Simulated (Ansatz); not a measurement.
All values below come from PBE (plane waves to 420 eV, PAW; Ansatz, a program for electronic structure).

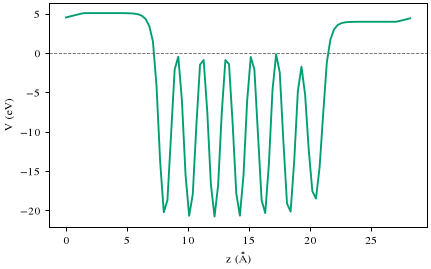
Figure. Electrostatic potential energy of an electron, averaged over planes parallel to the surface, in eV from the Fermi level, for a constructed model of the (111) surface of fcc Ni, ferromagnetic, a pseudomorphic layer of Ge in the host's stacking (bottom of the slab: a bare face, its two planes held)

Model: 7-atom slab, 12.3 Å thick at the start, 17x17x1 mesh, Fermi-Dirac 0.1 eV, dipole correction, 2 atoms held, the rest relaxed; held to the start's symmetry, so lower structures may exist; spin-polarised, ending with about 3.4 μB a cell; orders that need a larger cell were not tried, no spin-orbit, no U. In PBE it is, or lies within 0.01 eV a 1x1 cell of, the lowest of the 2 structures of its composition computed so far; larger cells were not tried.

Q: The surface cell has an area of 5.36 Å². What dipole along the normal does the step between the two vacuum levels imply?

A: the top vacuum level lies 1.10 eV below the bottom one; p = −ε₀ A ΔV (ε₀ = 0.005526 e/(V·Å)) gives 0.03 e·Å a cell.
